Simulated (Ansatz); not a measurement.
**Loss of H2O: W(OH)2O2 → WO3 + H2O**

Species: W(OH)2O2 (tungstic acid), singlet; WO3 `[O]=[W](=[O])=[O]`, singlet; H2O (water) `O`, singlet. 

Shapes, held fixed at every level: PBE0-D4/def2-TZVP. Flexible molecules stand in one conformer, not always the lowest. Programs: Ansatz 0.2.0. The zero-point and thermal change to 298 K, harmonic and unscaled (PBE0-D4/def2-TZVP), is -3.0 kJ/mol.

**What was measured.** Tabulated heats of formation (Active Thermochemical Tables, NIST-JANAF tables): W(OH)2O2 -905.8 (JANAF); WO3 -292.9 (JANAF); H2O -241.8 (ATcT) kJ/mol, which give ΔH(298 K) = +371.1 kJ/mol.

```csv
level,kind,ΔH (kJ/mol),computed − measured
SPW92/def2-TZVPP,LDA,+371.9,+0.7
B3LYP-D4/def2-TZVPP,global hybrid,+350.4,-20.7
PBE0-D4/def2-TZVPP,global hybrid,+356.8,-14.3
MP2/def2-SVP,perturbation theory,+307.6,-63.5
MP2/def2-TZVPP,perturbation theory,+314.0,-57.1
CCSD/def2-SVP,coupled cluster or CI,+351.1,-20.0
CCSD/def2-TZVPP,coupled cluster or CI,+359.7,-11.5
CCSD(T)/def2-TZVPP,coupled cluster or CI,+342.5,-28.7
```

Nearest: SPW92/def2-TZVPP (+0.7); farthest: MP2/def2-SVP (-63.5). 1 of 8 levels lie within 10 kJ/mol. The heats of W(OH)2O2 come from older tables and can be uncertain by 10 kJ/mol or more. The tabulated value of WO3 is in doubt (older tables, estimates, or at odds with other calculations) and kept here. T1 is large for W(OH)2O2 (0.023), WO3 (0.030), so single-reference values are less sure there. For atoms past krypton def2 sets carry core potentials with scalar relativity. Outer-core shells of W are correlated in most correlated rows, in sets that cover them unevenly.

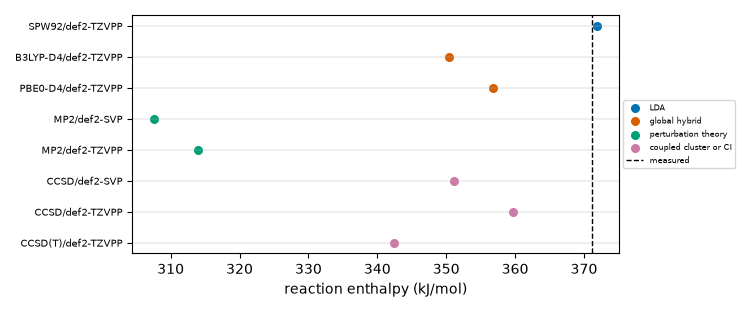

The values of the table, level by level.
